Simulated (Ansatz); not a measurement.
B20 (FeSi-type) CoSi, treated with PBE in Ansatz (plane waves, PAW).

Settings: plane-wave cutoff 520 eV, 12×12×12 k mesh, Fermi–Dirac smearing 0.05 eV, no spin polarisation, scalar-relativistic PAW data made under PBE.

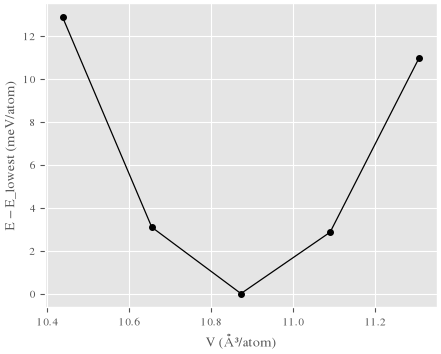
Fig. 1. Total energy against volume

Question: From the curve, estimate the equilibrium volume and the bulk modulus.

Answer: V0 ≈ 10.9 Å³/atom and B0 ≈ 220 GPa; the fit gives V0 = 10.873 Å³/atom, B0 = 219 GPa, B′ = 4.9.

Shape and atoms are relaxed at each volume.

Measured, for comparison: bulk modulus 207 GPa (temperature not stated, not corrected to a static lattice; as tabulated in Electronic Structure of B20 (FeSi-Type) Transition-Metal Monosilicides …); equilibrium volume per atom 10.97 Å³/atom (temperature not stated, not corrected to a static lattice; as tabulated in Wikipedia's data pages). Computed less measured: bulk modulus +6 %, equilibrium volume per atom -0.9 %. A static lattice is as a rule a little smaller and stiffer than an uncorrected measurement, which can account for part of this in the bulk modulus, equilibrium volume per atom.

Static lattice: no zero-point or thermal effects.

Ansatz is a first-principles code.
